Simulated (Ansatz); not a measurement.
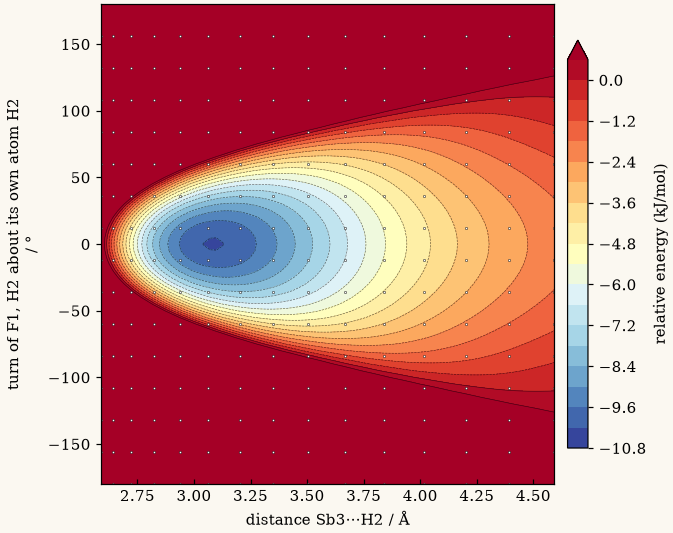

The pair FH···H₃Sb. The turn is about an axis along (0.31, −0.95, −0.08) in the frame of the relaxed pair, normal to the line between the partners. First axis: distance Sb3···H2. Second axis: turn of F1, H2 about its own atom H2. The scan uses a 15 × 15 grid. Points are written as (first, second). All energies are given in kJ/mol relative to the two partners far apart, frozen as in the relaxed pair, each in its own basis (no counterpoise correction). Computed with RKS B3LYP-D4/def2-TZVPD (Ansatz 0.2.0).

Drawn: filled contours, dots at the grid points, one colour for all values above the top of the scale. Between grid points the surface is interpolated.

Q: Where is the minimum, and how stiff is the well along each coordinate?

A: The interpolated minimum is at distance Sb3···H2 ≈ 3.084 Å, the second coordinate ≈ 0°. The curvatures there are about 0.48 eV/Å² and 0.14 eV/rad², with a cross term of about 0 eV/(Å·rad). Round the minimum the two coordinates are nearly uncoupled. (1 eV is 96.5 kJ/mol.)
